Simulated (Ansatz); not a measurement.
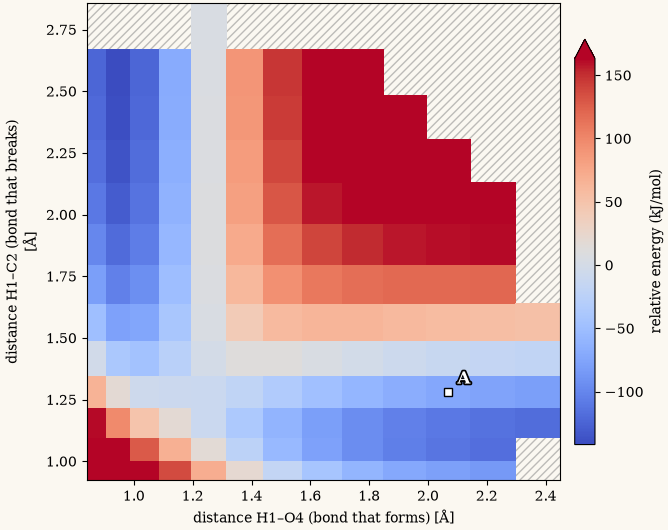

The reacting system CH₇OSi (fragments CH₆Si + HO where the first distance is long, H₂O + CH₅Si where the second is long), spin multiplicity 2. The first coordinate is: distance H1–O4 (bond that forms); the second: distance H1–C2 (bond that breaks). Relaxed at each point: all other coordinates. Grid: 13 × 13 points. At 26 points there is no value. Points are written as (first, second). Energies: kJ/mol, counted from a guessed transition structure relaxed with its forming and breaking bonds held. In part of the range the unrestricted reference is strongly spin-contaminated. Level of theory: Ansatz, UHF/def2-SVP.

In the figure: one coloured cell a grid point, one colour for all values above the top of the scale, hatched blanks where no value was computed, the point A.

Question: Is A at rest? If not, where is it pushed?

Answer: A, at (2.067 Å, 1.281 Å), is not a stationary point. The computed force is 31 kJ/mol for each Å towards larger values of the first coordinate and 390 kJ/mol for each Å towards smaller values of the second coordinate.
